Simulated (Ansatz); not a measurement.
# C2H6O3Si: the cost of one run

The runs use Ansatz 0.2.0, Gaussian basis; functionals in def2-TZVPP, the program's frozen cores in correlated methods.

Plan: PBE-D4, r2SCAN-D4, PBE0-D4, B3LYP-D4, ωB97X-V, ωB97M-V, B2PLYP; CCSD(T)/def2-TZVPP; MP2/def2-QZVPP; extrapolation to the limit.

### Step 1. The geometry

An earlier PBE0-D4 in a triple-zeta def2 set relaxation fixed the geometry.

SMILES `O=C[SiH](O)CO`, 12 atoms, charge 0, spin multiplicity 1.

Atoms are counted from 1 here; the program's logs count them from 0.

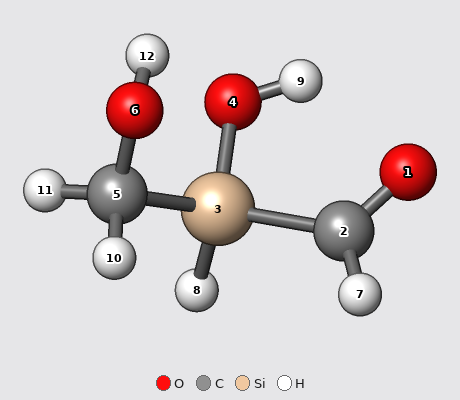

The geometry (oxygen red, carbon grey, silicon light orange, hydrogen white); atoms are numbered from 1 in the order of the file.

### Step 2. PBE-D4 (GGA)

Input file in.yaml:

```yaml
crystal:
  periodic: [false, false, false]
  atoms:
    - {symbol: O, position_ang: [-2.207453, -1.039693, -0.861004]}
    - {symbol: C, position_ang: [-1.213595, -0.493452, -1.284479]}
    - {symbol: Si, position_ang: [0.386289, -0.622509, -0.223905]}
    - {symbol: O, position_ang: [-0.139993, -1.392945, 1.129406]}
    - {symbol: C, position_ang: [1.032994, 1.061231, 0.301346]}
    - {symbol: O, position_ang: [0.082426, 1.720972, 1.123350]}
    - {symbol: H, position_ang: [-1.266532, 0.048545, -2.255921]}
    - {symbol: H, position_ang: [1.412688, -1.394953, -0.978253]}
    - {symbol: H, position_ang: [-1.043568, -1.718201, 1.031809]}
    - {symbol: H, position_ang: [1.200708, 1.697919, -0.572934]}
    - {symbol: H, position_ang: [2.008201, 0.965071, 0.801002]}
    - {symbol: H, position_ang: [-0.175066, 1.113015, 1.823382]}
basis:
  gaussian: {orbitals: def2-TZVPP}
hamiltonian: {xc: pbe, dispersion: d4}
output: {forces: true, orbitals: {seedname: orbitals}}
```

Started as:

```sh
$ ansatz run in.yaml --threads 4 --pin off --events-out ev --progress --plain --max-ram 10444MiB
```

What time and memory should one allow on 4 threads of Intel Xeon at 2.50GHz, shared host?

About 7 s, with a peak of 0.4 GiB.
